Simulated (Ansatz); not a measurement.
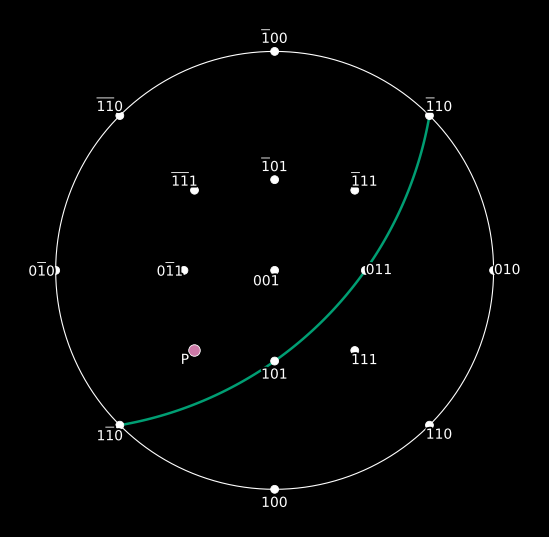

For Al3NiSn, the geometry relaxed with Ansatz, DFT PBE, scalar-relativistic, plane waves, PAW; the starting structure was generated, so it need not be a known form of this composition: stereographic projection of plane normals (upper hemisphere) centred on (0 0 1). Symmetry computed with spglib at a tolerance of 0.002 Å; standard conventional cell.

a = 4.587 Å, b = 4.587 Å, c = 4.587 Å, α = 90.00°, β = 90.00°, γ = 90.00°.

Index the pole marked P.

P is (1 −1 1), 54.7° from the centre.

Which zone does the coloured great circle trace?

The zone [1 1 −1]: its poles satisfy h + k − l = 0.

What is the angle between the normals of (1 0 0) and (−1 −1 1), and what are their d_hkl = 1/|g|?

125.3°; d = 4.587 Å and 2.648 Å.
